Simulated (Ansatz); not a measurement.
**Run report: CH$_{10}$N$_{2}$SSi, nudged elastic band (part 2 of 2)**

Continued. System: CH$_{10}$N$_{2}$SSi. Method: RKS B3LYP/6-31G* (Ansatz 0.2.0). It belongs to a series of runs on one base structure; here: band between the two ends.

Geometry of the input (Å):
```
Si 0.5338  0.8660  -0.8967
N  0.3445  -0.2906  0.4055
C  -0.4878  -1.4901  0.2829
H  1.3457  1.9520  -0.2964
H  -0.8498  1.2520  -1.2697
N  1.3039  0.4454  -2.3911
H  -0.6256  0.6704  2.0927
S  -1.2431  1.0582  3.2478
H  1.1806  -0.4680  0.9560
H  -1.4016  -1.2380  -0.2663
H  0.0060  -2.3170  -0.2490
H  -0.7901  -1.8512  1.2729
H  0.8192  -0.1010  -3.0936
H  2.3044  0.2924  -2.4383
H  -2.4399  1.2193  2.6433
```

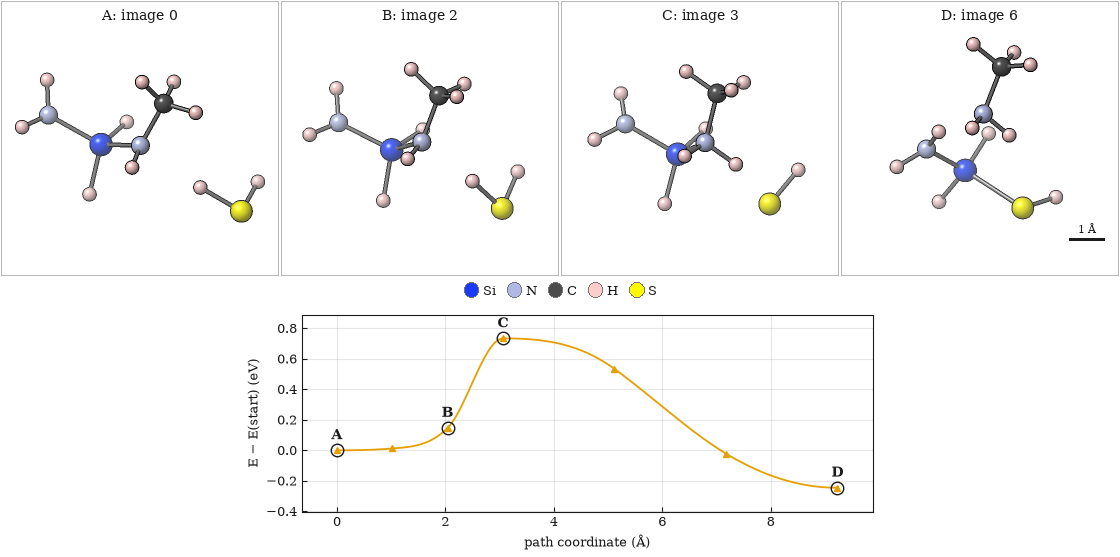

**Figure 1.** Images of the last band (counted from 0; ball-and-stick, seen at a tilt) above the energy along the path; the line is a cubic interpolation that uses the forces. The highest image is number 3, 0.733 eV above the start and 0.979 eV above the end (the climbing image); the end lies 0.245 eV below the start. The path is 9.23 Å long. The band converged in 30 iterations.

```
Total energy: -22893.40768637 eV, -841.3172147652 hartree
Atom 0 at     0.338696     0.993528    -0.510797 Å, force    -0.010574    -0.008408    -0.018860 eV/Å
Atom 1 at     0.292663    -0.438942     0.739162 Å, force    -0.008214    -0.004913    -0.003915 eV/Å
Atom 2 at    -0.492215    -1.631277     0.332954 Å, force     0.004042     0.002568    -0.001078 eV/Å
Atom 3 at     1.269903     1.984210     0.049164 Å, force    -0.001294    -0.001525     0.003568 eV/Å
Atom 4 at    -1.044001     1.191491    -0.969625 Å, force     0.003632     0.004419     0.000390 eV/Å
Atom 5 at     1.150212     0.316224    -1.890173 Å, force    -0.009861     0.005258     0.007358 eV/Å
Atom 6 at    -0.175993     0.102026     1.561211 Å, force    -0.000844    -0.006465    -0.001039 eV/Å
Atom 7 at    -1.003267     1.873141     2.038438 Å, force     0.006462     0.009242     0.015603 eV/Å
Atom 8 at     1.243153    -0.708700     1.005479 Å, force     0.000842     0.003321     0.008080 eV/Å
Atom 9 at    -1.536694    -1.328955     0.227462 Å, force     0.001126    -0.000374    -0.000746 eV/Å
Atom 10 at    -0.120055    -2.011539    -0.621341 Å, force     0.001907     0.000549     0.000577 eV/Å
Atom 11 at    -0.422691    -2.408650     1.097692 Å, force     0.000265     0.000839     0.001024 eV/Å
Atom 12 at     0.648740     0.062965    -2.731392 Å, force     0.012278    -0.004257    -0.002179 eV/Å
Atom 13 at     2.132069     0.477021    -2.074681 Å, force    -0.002345     0.001418    -0.003576 eV/Å
Atom 14 at    -2.280318     1.527359     1.746444 Å, force     0.002578    -0.001673    -0.005206 eV/Å
Dipole moment:     0.634296    -1.298534    -1.055668 e Å
this run last wrote the band of iteration 30 to [file]
```

### The last band as extended XYZ (Å, eV, eV/Å)
```
15
Properties=species:S:1:pos:R:3:forces:R:3 image=0 energy=-22894.14075
Si    0.5338    0.8660   -0.8967   -0.0009  -0.0079  -0.0102
N     0.3445   -0.2906    0.4055   -0.0010   0.0010  -0.0165
C    -0.4878   -1.4901    0.2829    0.0067   0.0018   0.0040
H     1.3457    1.9520   -0.2964    0.0014   0.0009   0.0004
H    -0.8498    1.2520   -1.2697   -0.0006   0.0015   0.0016
N     1.3039    0.4454   -2.3911    0.0033  -0.0171  -0.0073
H    -0.6256    0.6704    2.0927   -0.0163   0.0076   0.0139
S    -1.2431    1.0582    3.2478   -0.0066  -0.0028  -0.0181
H     1.1806   -0.4680    0.9560    0.0048   0.0018   0.0049
H    -1.4016   -1.2380   -0.2663   -0.0029   0.0004   0.0002
H     0.0060   -2.3170   -0.2490   -0.0023  -0.0002  -0.0010
H    -0.7901   -1.8512    1.2729   -0.0040  -0.0062   0.0044
H     0.8192   -0.1010   -3.0936    0.0096   0.0185   0.0231
H     2.3044    0.2924   -2.4383   -0.0109   0.0036  -0.0045
H    -2.4399    1.2193    2.6433    0.0198  -0.0030   0.0049
15
Properties=species:S:1:pos:R:3:forces:R:3 image=1 energy=-22894.12921
Si    0.5359    0.8285   -0.7398    0.0022   0.0003  -0.0047
N     0.3910   -0.4379    0.4617    0.0003   0.0015  -0.0031
C    -0.4594   -1.6151    0.2710    0.0005   0.0006  -0.0002
H     1.3929    1.8458   -0.0853    0.0036  -0.0013  -0.0052
H    -0.8589    1.2621   -1.0048    0.0029   0.0015  -0.0043
N     1.2222    0.5307   -2.3011    0.0036   0.0003  -0.0070
H    -0.6105    0.6517    2.0522   -0.0041   0.0001   0.0043
S    -1.3222    1.3269    3.0015   -0.0093  -0.0106   0.0175
H     1.2461   -0.6654    0.9620    0.0003   0.0029  -0.0003
H    -1.4410   -1.2945   -0.0956    0.0030   0.0012  -0.0091
H    -0.0541   -2.3434   -0.4480    0.0048  -0.0061   0.0082
H    -0.6206   -2.1318    1.2238   -0.0069   0.0088   0.0052
H     0.6915    0.0638   -3.0260    0.0004  -0.0007  -0.0047
H     2.2162    0.3755   -2.4174    0.0015  -0.0023  -0.0057
H    -2.3290    1.6030    2.1458   -0.0026   0.0038   0.0093
15
Properties=species:S:1:pos:R:3:forces:R:3 image=2 energy=-22893.99433
Si    0.4733    0.8337   -0.5972    0.0529  -0.0662  -0.0482
N     0.3533   -0.4852    0.5689    0.0298  -0.0164  -0.0668
C    -0.4877   -1.6483    0.2691    0.0173  -0.0047  -0.0175
H     1.2909    1.8732    0.0681   -0.0028  -0.0403  -0.0066
H    -0.9317    1.2092   -0.8928    0.0444  -0.0058   0.0246
N     1.2060    0.5155   -2.1244    0.0121   0.0743  -0.1076
H    -0.4928    0.6314    1.8812   -0.1400   0.2386   0.1418
S    -1.1191    1.6975    2.5096   -0.0675  -0.0619   0.1912
H     1.2350   -0.7560    0.9970   -0.0008  -0.0047   0.0039
H    -1.5290   -1.3235    0.1595    0.0108  -0.0069  -0.0210
H    -0.1960   -2.1676   -0.6557   -0.0185  -0.0754   0.0000
H    -0.4545   -2.3716    1.0905    0.0009   0.0209   0.0171
H     0.7051    0.0418   -2.8637    0.0333  -0.0257  -0.0599
H     2.2081    0.4211   -2.2194    0.0317  -0.0276  -0.0639
H    -2.2607    1.5285    1.8090   -0.0035   0.0017   0.0129
15
Properties=species:S:1:pos:R:3:forces:R:3 image=3 energy=-22893.40743
Si    0.3387    0.9935   -0.5108   -0.0106  -0.0084  -0.0189
N     0.2927   -0.4389    0.7392   -0.0082  -0.0049  -0.0039
C    -0.4922   -1.6313    0.3330    0.0040   0.0026  -0.0011
H     1.2699    1.9842    0.0492   -0.0013  -0.0015   0.0036
H    -1.0440    1.1915   -0.9696    0.0036   0.0044   0.0004
N     1.1502    0.3162   -1.8902   -0.0099   0.0053   0.0074
H    -0.1760    0.1020    1.5612   -0.0008  -0.0065  -0.0010
S    -1.0033    1.8731    2.0384    0.0065   0.0092   0.0156
H     1.2432   -0.7087    1.0055    0.0008   0.0033   0.0081
H    -1.5367   -1.3290    0.2275    0.0011  -0.0004  -0.0007
H    -0.1201   -2.0115   -0.6213    0.0019   0.0005   0.0006
H    -0.4227   -2.4087    1.0977    0.0003   0.0008   0.0010
H     0.6487    0.0630   -2.7314    0.0123  -0.0043  -0.0022
H     2.1321    0.4770   -2.0747   -0.0023   0.0014  -0.0036
H    -2.2803    1.5274    1.7464    0.0026  -0.0017  -0.0052
15
Properties=species:S:1:pos:R:3:forces:R:3 image=4 energy=-22893.60738
Si    0.1497    1.3025   -0.4017   -0.0374   0.0272   0.0109
N     0.1225   -0.5812    0.7397   -0.0217   0.0009  -0.0020
C    -0.6174   -1.7606    0.2548   -0.0205  -0.0140  -0.0149
H     0.8482    2.6055   -0.6279   -0.0569   0.1148  -0.1030
H    -1.1872    1.1585   -1.0382   -0.0217  -0.0006  -0.0106
N     1.3364    0.3863   -1.3628    0.0417  -0.0084   0.0876
H    -0.1654   -0.3200    1.6829   -0.0024  -0.0775   0.0131
S    -0.5046    2.1585    1.6385    0.0875   0.0612  -0.0493
H     1.1237   -0.7798    0.7790   -0.0232  -0.0197  -0.0385
H    -1.6690   -1.4916    0.1322   -0.0228  -0.0276  -0.0138
H    -0.2166   -2.0612   -0.7156   -0.0154  -0.0110  -0.0136
H    -0.5397   -2.6072    0.9462   -0.0209  -0.0346  -0.0210
H     1.0177   -0.4079   -1.9114    0.0541  -0.0817   0.1250
H     1.9451    0.9552   -1.9408   -0.0281   0.0895   0.0190
H    -1.6432    1.4430    1.8249    0.0877  -0.0186   0.0110
15
Properties=species:S:1:pos:R:3:forces:R:3 image=5 energy=-22894.16276
Si    0.0726    1.8863   -0.6892   -0.0238   0.0777  -0.0288
N     0.1959   -1.0377    0.6897    0.0182  -0.0454  -0.0224
C    -0.7221   -2.1115    0.3114   -0.0209  -0.0584   0.0064
H     0.4499    3.2242   -1.1975   -0.0563   0.0910  -0.0814
H    -1.2883    1.4522   -1.0854   -0.0148   0.0417  -0.0101
N     1.2318    0.8384   -1.4073   -0.0205   0.0556   0.0105
H    -0.1185   -0.5503    1.5258    0.0010  -0.0365  -0.0132
S    -0.1271    2.2740    1.4762    0.0619   0.0228  -0.0297
H     1.1181   -1.4036    0.9187    0.0004  -0.0934   0.0229
H    -1.7171   -1.6842    0.1498   -0.0043  -0.0274   0.0050
H    -0.3943   -2.5369   -0.6429   -0.0255  -0.0670   0.0120
H    -0.8123   -2.9298    1.0417   -0.0359  -0.0461   0.0207
H     1.2006   -0.1345   -1.1265    0.0324   0.0366   0.1002
H     2.1630    1.1674   -1.6260    0.0273   0.0331   0.0403
H    -1.2520    1.5460    1.6615    0.0609   0.0156  -0.0323
15
Properties=species:S:1:pos:R:3:forces:R:3 image=6 energy=-22894.38621
Si    0.0266    2.2303   -0.7130   -0.0192  -0.0254   0.0132
N     0.3804   -1.4480    0.5386    0.0000   0.0020   0.0054
C    -0.6004   -2.5154    0.3017    0.0013   0.0021  -0.0021
H     0.6324    3.4914   -1.2110    0.0083   0.0128   0.0037
H    -1.3717    2.1232   -1.2072   -0.0093   0.0021  -0.0087
N     1.0278    0.9427   -1.2282   -0.0013  -0.0164   0.0070
H     0.0083   -0.7708    1.2054    0.0004  -0.0019  -0.0038
S    -0.1768    2.2709    1.4736    0.0068   0.0116  -0.0051
H     1.2167   -1.8359    0.9729   -0.0004  -0.0012   0.0013
H    -1.5004   -2.0803   -0.1439   -0.0003  -0.0014  -0.0015
H    -0.1890   -3.2301   -0.4183   -0.0001   0.0011   0.0000
H    -0.9022   -3.0735    1.2025    0.0005   0.0002  -0.0010
H     0.8890    0.0041   -0.8326   -0.0097   0.0087  -0.0014
H     1.9961    1.1322   -1.4523    0.0140   0.0095  -0.0031
H    -1.4367    2.7593    1.5118    0.0089  -0.0039  -0.0039
```

### Summary

- outcome: converged
- barrier, forward: 0.733 eV
- barrier, backward: 0.979 eV
- hardware: 2 threads of Arm Neoverse V2, 24 GiB of memory available, shared host
- wall time: 8.9 min (CPU time 17 min)
- peak memory: 0.24 GiB

### Remarks

The order of the saddle point was not checked.
